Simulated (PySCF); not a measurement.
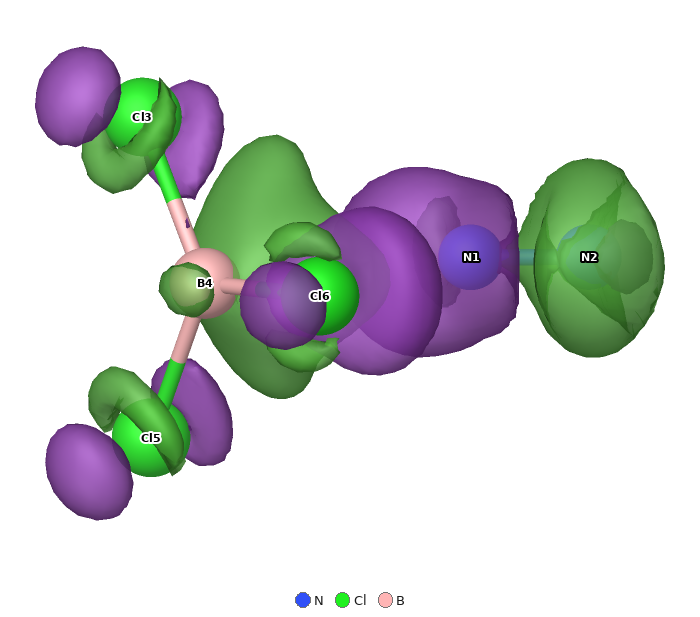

Figure. BCl3N2, SMILES `N#N.ClB(Cl)Cl`. Density of the complex less the densities of the two fragments at the same geometry, ±0.001 e/Å³ (purple: gain, green: loss). Fragment A: N2 (atoms 1–2); fragment B: BCl3.

PySCF calculation, BP86/6-31+G*, gas phase; geometry: GFN2-xTB. GFN2-xTB bond lengths at metals and heavier atoms can be off by up to 0.1 Å and shapes distorted, which carries into these values.

Q: How is the density rearranged on binding?

A: Hirshfeld charges show almost no net transfer (under 0.005 e). By Hirshfeld charges, electrons gather most on N1 (−0.005 e) and leave N2 most (+0.009 e); 0.03 e is displaced in all, which induces a dipole of 0.18 D.

Q: What is the interaction energy, and which contacts carry it?

A: The counterpoise-corrected interaction energy of the frozen fragments is +2.1 kcal/mol without dispersion correction and −0.4 kcal/mol with D3(BJ). The pair geometry is semi-empirical, not a minimum at this level. Contacts: N1···B4, 2.96 Å, ρ = 0.009 a.u. The pose is a local one from a semi-empirical search, not shown to be the most stable.
